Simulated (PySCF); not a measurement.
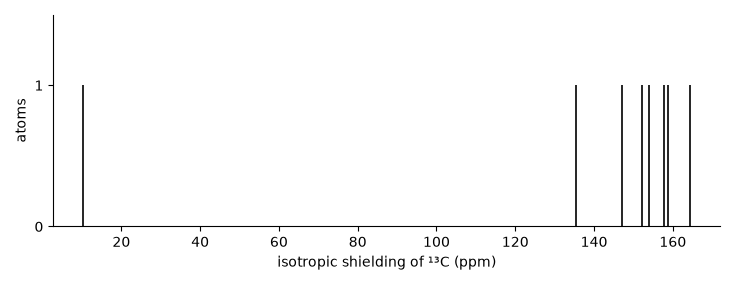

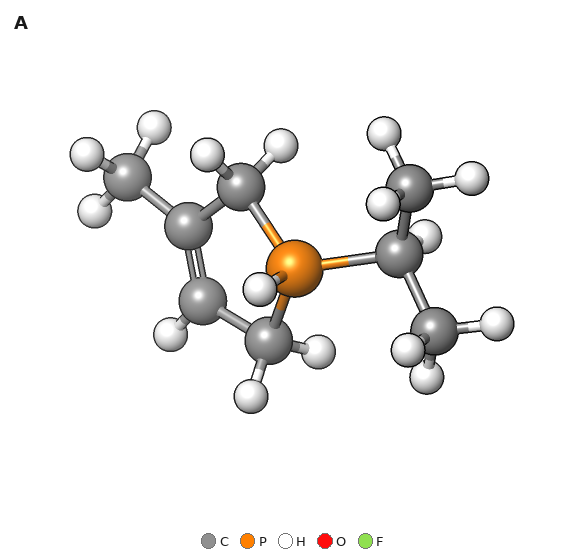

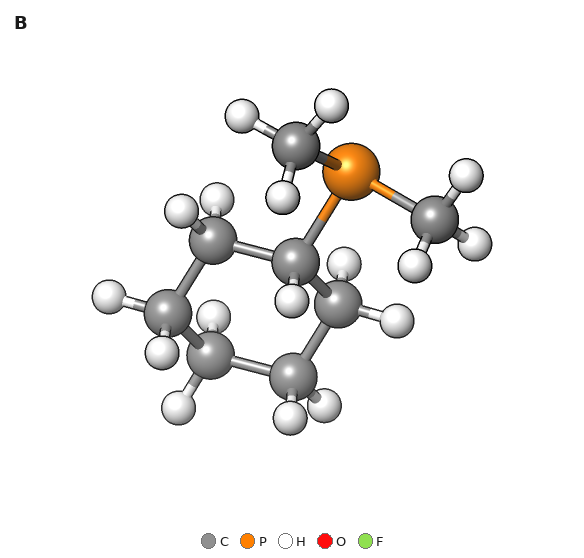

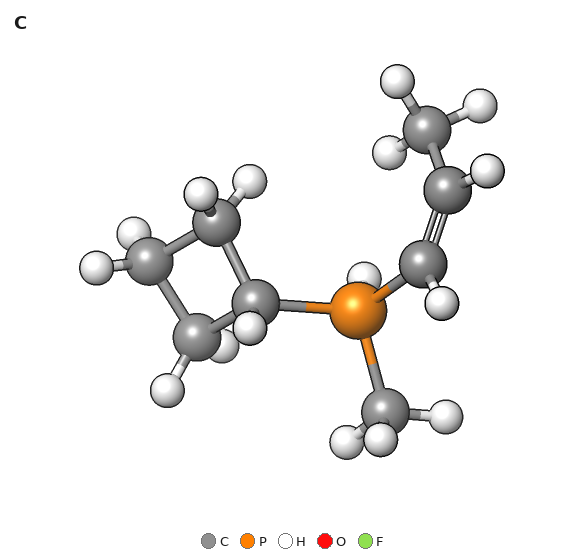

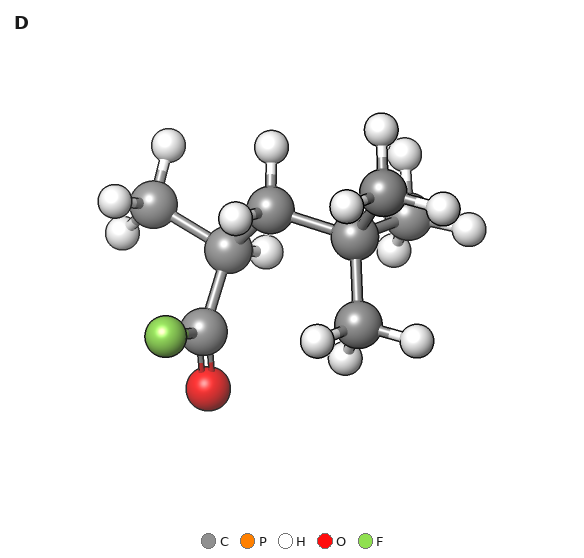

The sticks are computed shieldings of one of the molecules, for one fixed geometry (GFN2-xTB) without averaging over rotations. Low shielding means a high chemical shift. Method: GIAO PBE0/pcSseg-1 NMR shielding, non-relativistic, gas phase (PySCF 2.14.0).

Match the spectrum to a structure.

Answer. D, `C[C@@H](CC(C)(C)C)C(=O)F`. Its 8 C atoms give lines at 10.4, 135.4, 147.2, 152.0, 154.0, 157.7, 158.8, 164.3 ppm.

The geometry is semi-empirical. Around P such bond lengths and angles can be off by a tenth of an ångström or more and by several degrees, and values that hang on the shape move with them.
